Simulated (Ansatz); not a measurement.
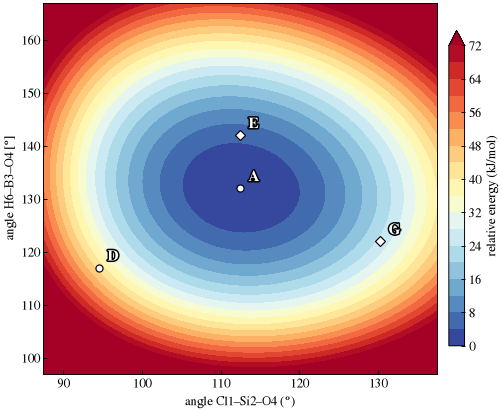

BClH2OSi, SMILES Cl[SiH]1BO1. 
- Coordinates scanned: (1) angle Cl1–Si2–O4; (2) angle H6–B3–O4.
- Nothing is relaxed (all other coordinates rigid).
- The scan uses a 15 × 15 grid.
- Points are written as (first, second).
- Energies are in kJ/mol, from the lowest grid point.
- All numbers below come from RKS wB97X-V/def2-SVP in Ansatz 0.2.0.

In the figure: filled contours, one colour for all values above the top of the scale, lettered points. Between grid points the surface is interpolated.

### What kind of point is each of A, D, E, G: minimum, saddle, maximum or slope?

A: minimum; D: on a slope; E: on a slope; G: on a slope. (In these two coordinates alone; a stationary point may lie a little off the grid point.)

### Rank the lettered points by energy, lowest first.

A (0 kJ/mol), E (5 kJ/mol), G (25 kJ/mol), D (42 kJ/mol).
